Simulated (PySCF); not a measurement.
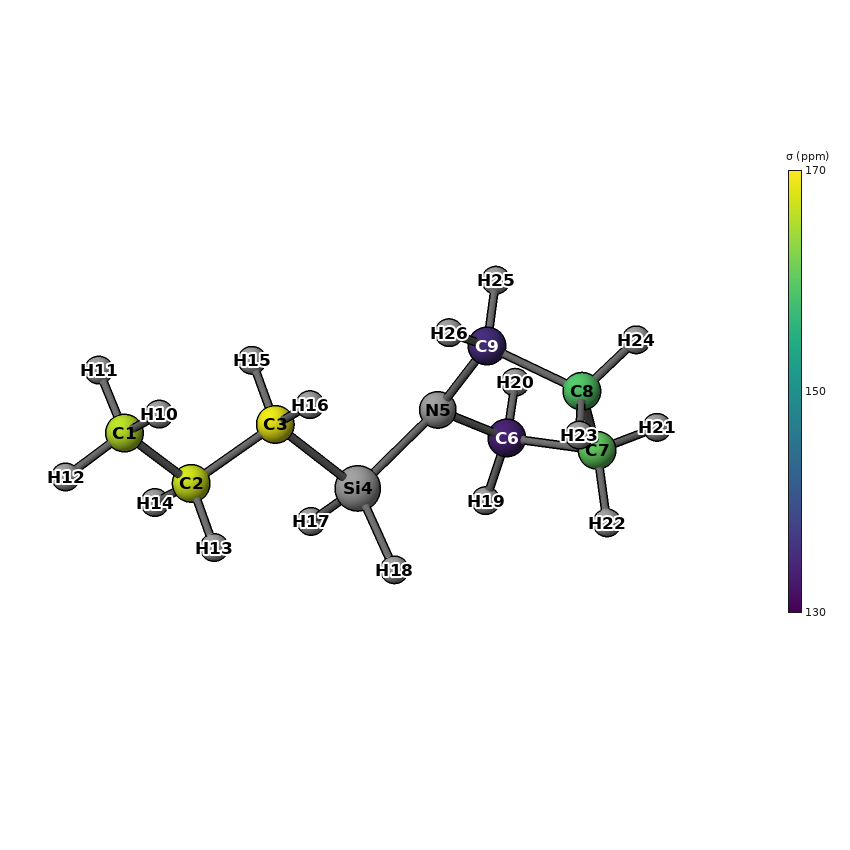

Atoms are coloured by their isotropic NMR shieldings (C only, the others grey). The geometry was computed by an optimisation with GFN2-xTB. No frequency run is at hand to confirm it as a minimum. Level of theory: GIAO PBE0/pcSseg-1 NMR shielding, non-relativistic, gas phase (PySCF 2.14.0).

Give the isotropic NMR shieldings of the C atoms atom by atom.

```json
{"atom": "C1", "σ (ppm)": "165.7"}
{"atom": "C2", "σ (ppm)": "167.0"}
{"atom": "C3", "σ (ppm)": "168.4"}
{"atom": "C6", "σ (ppm)": "134.0"}
{"atom": "C7", "σ (ppm)": "160.4"}
{"atom": "C8", "σ (ppm)": "159.1"}
{"atom": "C9", "σ (ppm)": "135.2"}
```

The geometry is semi-empirical. Around Si such bond lengths and angles can be off by a tenth of an ångström or more and by several degrees, and values that hang on the shape move with them.
